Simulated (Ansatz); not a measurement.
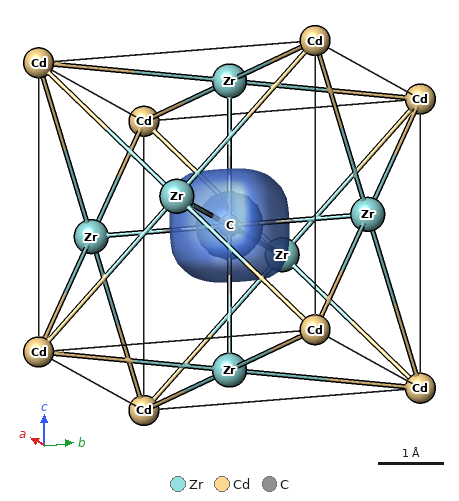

*Zr₃CdC. Isosurface of the ELF at 0.7 (blue), seen at an oblique angle. Only the valence region is drawn (cores and ρ < 0.01 e/Å³ removed). Sticks mark near contacts.*

Space group Pm-3m; a structure generated by program, which may or may not match a known phase.

Theory: DFT PBE, scalar-relativistic, plane waves, PAW in Ansatz.

```
CELL_PARAMETERS angstrom
4.57210 0.00000 0.00000
0.00000 4.57210 0.00000
0.00000 0.00000 4.57210
ATOMIC_POSITIONS crystal
Zr 0.00000 0.50000 0.50000
Zr 0.50000 0.00000 0.50000
Zr 0.50000 0.50000 0.00000
Cd 0.00000 0.00000 0.00000
C 0.50000 0.50000 0.50000
```

**What do the ELF domains correspond to?**

At this value the surface marks out one region wrapped around C (its valence shell), counted in one cell of 5 atoms. Regions shared between cells count once.

Values along the shortest contacts:
Zr–C (2.29 Å): the ELF peaks at about 0.75 in the valence shell of C, 0.7 Å from its nucleus, and drops to about 0.15 between the two atoms (no localised pair shows between them). Zr–Cd (3.23 Å): the ELF is about 0.30 at the midpoint (no shared electron pair shows on this line).
